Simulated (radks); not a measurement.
## Atomic calculation, with input and output: Fe⁴⁺

The Fe⁴⁺ ion in the configuration [Ar] 3d4 (high spin). Computed at this level: scalar-relativistic Kohn-Sham, PBE, spin-polarised, spherical densities, point nucleus (the in-house radial solver radks).

**Log**
```
1s      1   1.0000        -259.41738011
2s      1   1.0000         -32.41346768
2p      1   3.0000         -27.94364796
3s      1   1.0000          -5.67668425
3p      1   3.0000          -4.40713498
3d      1   4.0000          -2.40048510
1s      2   1.0000        -259.41792178
2s      2   1.0000         -32.32573728
2p      2   3.0000         -27.87722901
3s      2   1.0000          -5.48249816
3p      2   3.0000          -4.21668971
3d      2   0.0000          -2.21580516
Etot -1268.5084256562125
Ekin 1283.8535403254386
Encl -2985.222645453964
Eh 486.91283911391736
Exc -54.052159641604526
err 2.138807818145483e-09
it 14
```

**Slater integrals of the outer shells (hartree)**

| integral | value |
| --- | --- |
| F0(3d,3d) | 1.0033 |
| F2(3d,3d) | 0.4787 |
| F4(3d,3d) | 0.3008 |
| F0(3d,3p) | 1.0416 |
| F2(3d,3p) | 0.5027 |
| G1(3d,3p) | 0.6184 |
| G3(3d,3p) | 0.3800 |
| F0(3d,3s) | 1.0612 |

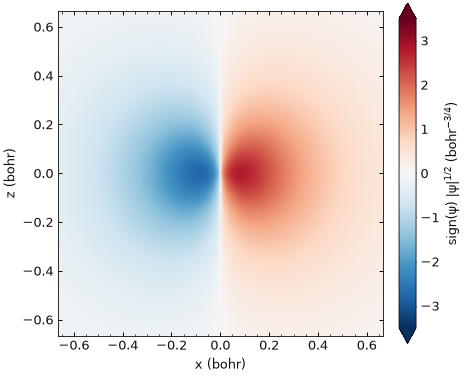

Fig. 1: One occupied orbital of up spin is shown. In the xz plane through the nucleus, the colour gives the signed square root of ψ. The radial function comes from the spherical calculation and is multiplied by a real spherical harmonic; the overall sign is chosen so that the largest lobe of P(r) is positive; at the scalar-relativistic level it is the large component. It is 2p(x) of up spin. It has the nodal plane yz and no radial node. The maximum of P² lies at 0.180 bohr, ⟨r⟩ = 0.236 bohr, 90 % of the charge lies within 0.386 bohr, and the eigenvalue is −760.4 eV, with 3 electrons in the shell for this spin.

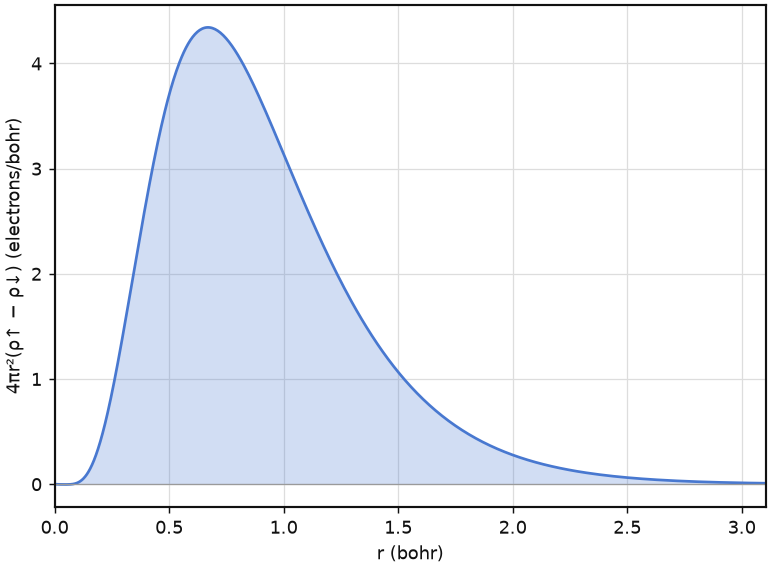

Fig. 2: The radial spin density. The curve integrates to 4 unpaired electrons, held by 3d (+4). Its largest value, 4.34 electrons/bohr, lies near r = 0.67 bohr. Regions of the opposite sign are negligible.

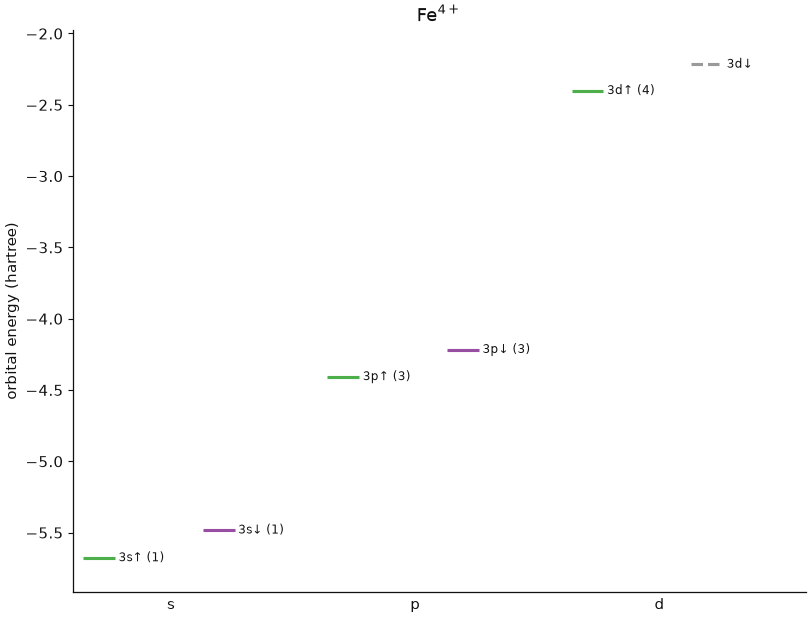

Fig. 3: The outer levels are drawn by angular momentum (occupations in brackets, up spins at the left of each column and down spins at the right, empty levels dashed). The highest occupied level is 3d up at −2.40 hartree. The highest 3 occupied levels, from the top down, are 3d up (−2.40 hartree), 3p down (−4.22 hartree), 3p up (−4.41 hartree). The lowest empty level drawn is 3d down at −2.22 hartree. The largest exchange splitting (down less up) among the shells drawn in both spins is that of 3s, 0.194 hartree. The semi-empirical ionisation energy (NIST) is 75.0 eV; minus the highest level, 65.3 eV, lies 13 % below it, as is usual for a semilocal functional, whose potential decays too fast.

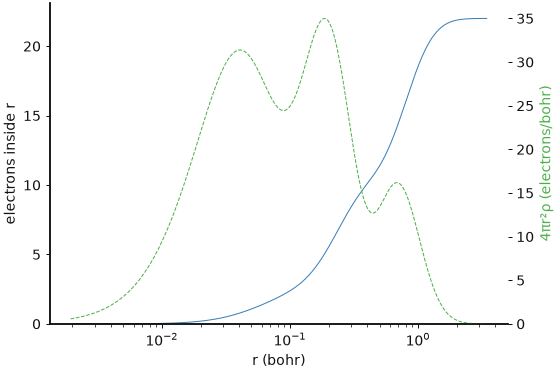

Fig. 4: The number of electrons inside radius r (solid) and the radial density 4πr²ρ (dashed). The count levels off at 22 electrons. Half of them lie within 0.471 bohr, 90 % within 1.14 bohr and 99 % within 1.83 bohr. The radial density has minima at 0.0886 and 0.443 bohr, where the count stands at 2.1 and 10.6; these part the shells that the density resolves.

**Input file**
```
Z 26
configuration [Ar] 3d4
relativity scalar-relativistic
functional pbe,pbe
spin polarised
nucleus point
c 137.035999084
```

Energies in input and log are in hartree, lengths in bohr.

**Results in brief**

| quantity | value |
| --- | --- |
| outcome | converged |
| total energy | −1268.5084 hartree |
| kinetic energy | 1283.8535 hartree |
| electron–nucleus energy | −2985.2226 hartree |
| Hartree energy | 486.912839 hartree |
| exchange–correlation energy | −54.052160 hartree |
| radius at density 0.001 e/bohr³ | 2.49 bohr |
| SCF iterations | 14 |
| hardware | 1 CPU thread, shared host |
